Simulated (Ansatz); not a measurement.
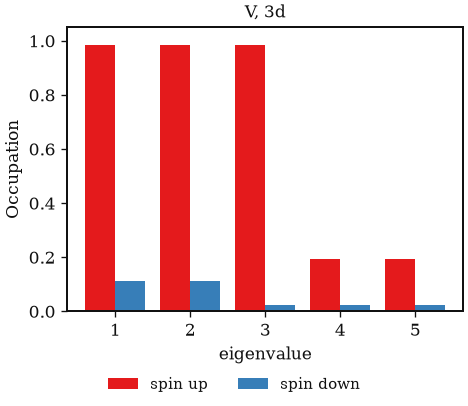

Describe the figure.

Eigenvalues of the local occupation matrix of the d shell (Löwdin-orthogonalised atomic projectors). System: VCuSe₂, space group R-3m (No. 166), 4 atoms in the cell, NaFeO2 type. Method: DFT LDA+U, scalar-relativistic, plane waves, PAW, Ueff = 8 eV on V d, spin-polarised, 6×6×6 k mesh, 420 eV cutoff (Ansatz 0.2.0).

Counting eigenvalues over 0.6 as filled, V has 3 filled d states (d³), 3 up and 0 down; the eigenvalues sum to 3.6. The small eigenvalues come from mixing with neighbours' orbitals.

Start of the run: ferromagnetic start, free, default search. Such runs often end in metastable states, so this need not be the lowest one. The atoms aren't at rest in this cell (largest force 2.4 eV/Å), so the relaxed material can differ.
